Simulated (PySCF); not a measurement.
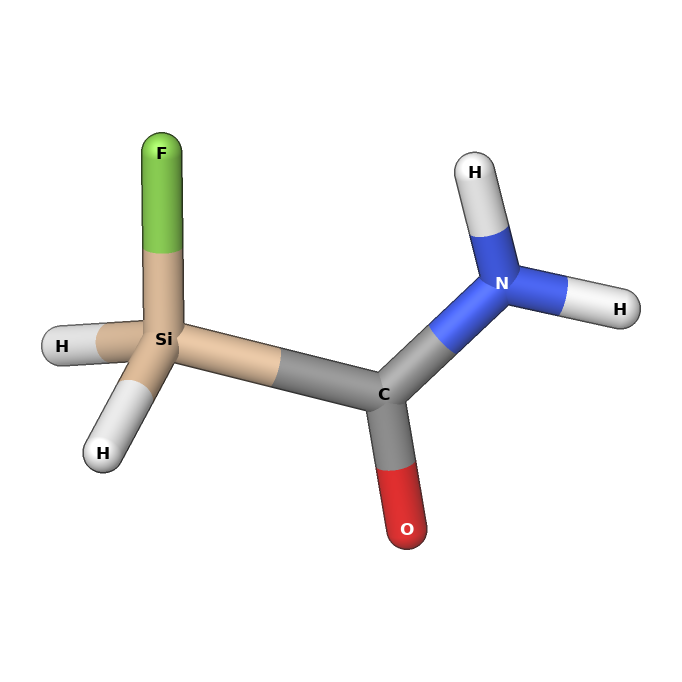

Every bond is drawn as one stick, whatever its order.

The geometry was computed by an optimisation with PBE0-D3(BJ)/def2-SVP. No frequency run is at hand to confirm it as a minimum.

**Give the formula.**

CH4FNOSi, 9 atoms: 1 carbon, 4 hydrogen, 1 fluorine, 1 nitrogen, 1 oxygen and 1 silicon.

**How many bonds of each kind are drawn?**

2 N–H, 2 Si–H, 1 C–N, 1 C–O, 1 C–Si, 1 F–Si.

**Name some functional groups or characteristic bonds that it holds.**

Among them: amide, Si–H bond.

More results for the same structure follow; atom numbers are the same in all pictures, views and colours differ.

## Quadrupole coupling

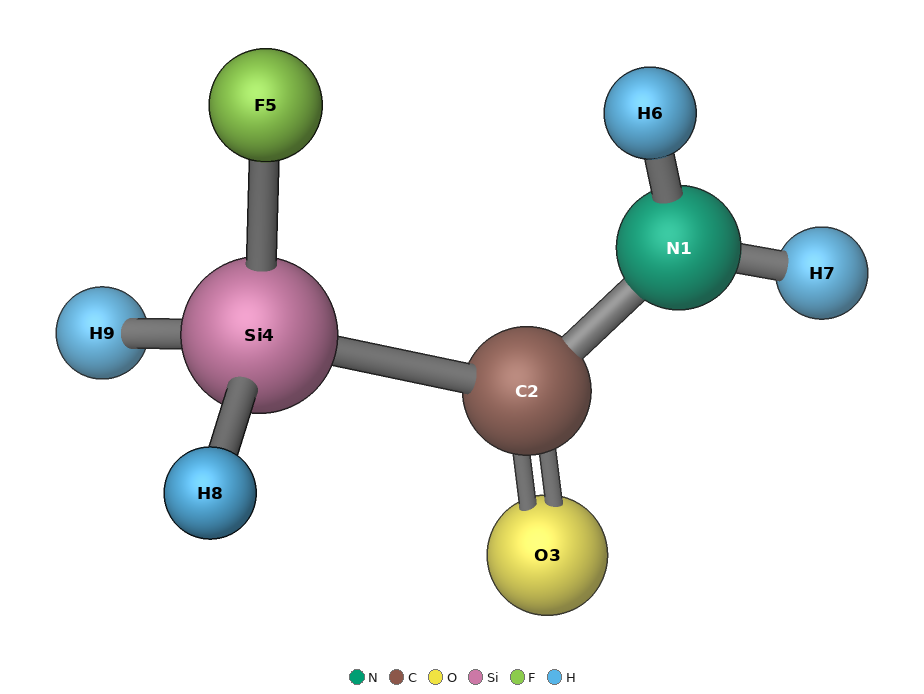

No frequency run is at hand to confirm it as a minimum. Electric field gradients from the ground-state density, PBE0/pcSseg-1 (PySCF 2.14.0), non-relativistic apart from any core potentials.

Give the largest field-gradient component, the quadrupole coupling constant and the asymmetry for 14N at N1 (Q = 20.44 mb), 17O at O3 (Q = −25.6 mb), 2H at H6 (Q = 2.86 mb), 2H at H7 (Q = 2.86 mb).

```
atom  V_zz (a.u.)  e²qQ/h (MHz)     η
  N1       −0.898         −4.31  0.04
  O3       −1.549          9.32  0.04
  H6        0.395         0.266  0.20
  H7        0.393         0.264  0.17
```

## Dipole moment

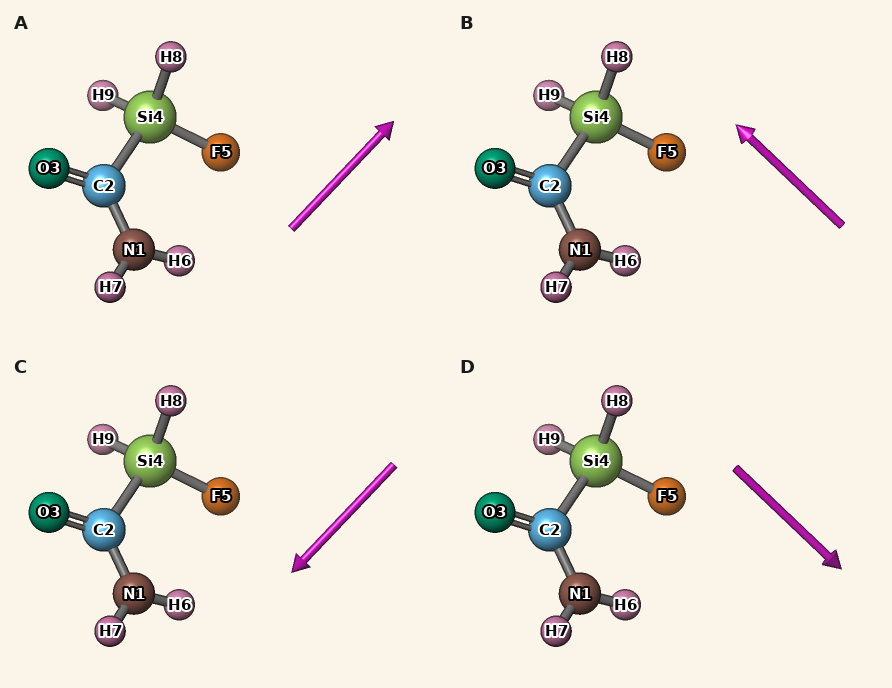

The same molecule four times, each with an arrow. No frequency run is at hand to confirm it as a minimum. Method: PBE0/pcSseg-1, gas phase (PySCF 2.14.0).

**Which arrow points along the dipole moment, from the negative to the positive end?**

D. The dipole moment is 2.31 D; it points from the side of O3 to the side of H6 (the outermost atoms at the two ends).

## Polarisability

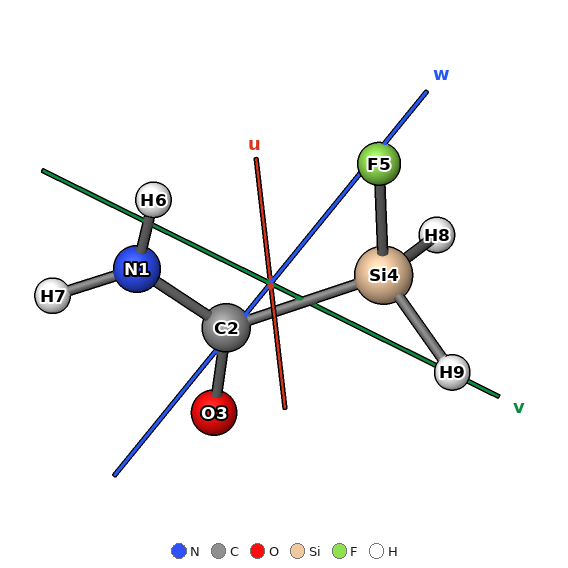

The lines u, v and w are the principal axes of the static dipole polarisability. No frequency run is at hand to confirm it as a minimum. Method: CAM-B3LYP/def2-SVPD in water (IEF-PCM) (PySCF 2.14.0).

**Along which axis is the molecule most polarisable, and along which least?**

Most along v (nearly parallel to the N1–C2 bond), least along u.

**Give the three principal values.**

u 53.8, v 74.1, w 68.6 bohr³; mean 65.5, anisotropy 18.2 bohr³.

## Core levels

No frequency run is at hand to confirm it as a minimum. Properties computed with delta-SCF UKS SCAN, pcX-2 on the ionised atom, pcseg-1 elsewhere, spin-free X2C (PySCF 2.14.0).

Give the core-electron binding energies (to vacuum; p and d levels without spin–orbit splitting) of N1 1s, C2 1s, O3 1s, Si4 1s, Si4 2p, F5 1s.

```
atom  level  binding energy (eV)
  N1     1s                406.4
  C2     1s                293.7
  O3     1s                537.4
 Si4     1s               1848.2
 Si4     2p                108.5
  F5     1s                692.6
```
